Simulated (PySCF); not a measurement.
# Cl6Dy ([DyCl6]3-): the cost of one run

Programs: PySCF 2.14.0, with routines of our own; each step states its level. All values are computed. Atoms count from 0.

## Step 1: The system as given

7 atoms, charge -3, states of the metal's open shell are computed; geometry from: model geometry, bond lengths from ionic radii.

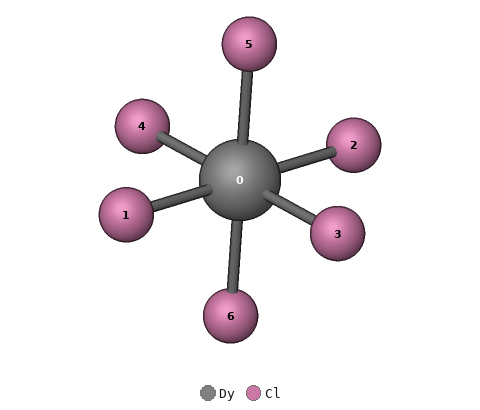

The starting geometry (dysprosium grey, chlorine pink); sticks join atoms by distance alone.

## Step 2: Ligand-field states: state-averaged CASSCF in water

Job settings and geometry (Å):

```
{"job": {"kind": "lf", "basis": {"metal": "x2c-TZVPall", "ligand": "x2c-SVPall"}, "nevpt": false, "solvent": "water", "roots": {"6": 21, "4": 128, "2": 130}}, "charge": -3, "metal": "Dy", "open_shell": "f9"}
Dy     0.000000     0.000000     0.000000
Cl     0.000000     0.000000     2.622000
Cl     0.000000     0.000000    -2.622000
Cl     2.622000     0.000000     0.000000
Cl    -2.622000     0.000000     0.000000
Cl     0.000000     2.622000     0.000000
Cl    -0.000000    -2.622000     0.000000
```

With the program's defaults for keys left out, this is: state-averaged CASSCF of the metal f shell, state-interaction spin-orbit coupling.

Command:

```console
$ OMP_NUM_THREADS=1 python lf_run.py task.json out
```

One launch serves the whole session: the jobs run in the order shown.

Q: Estimate the wall time and peak memory of this first job on 1 thread of Arm Neoverse V1, shared host.

About 55 s, with a peak of 0.7 GiB.
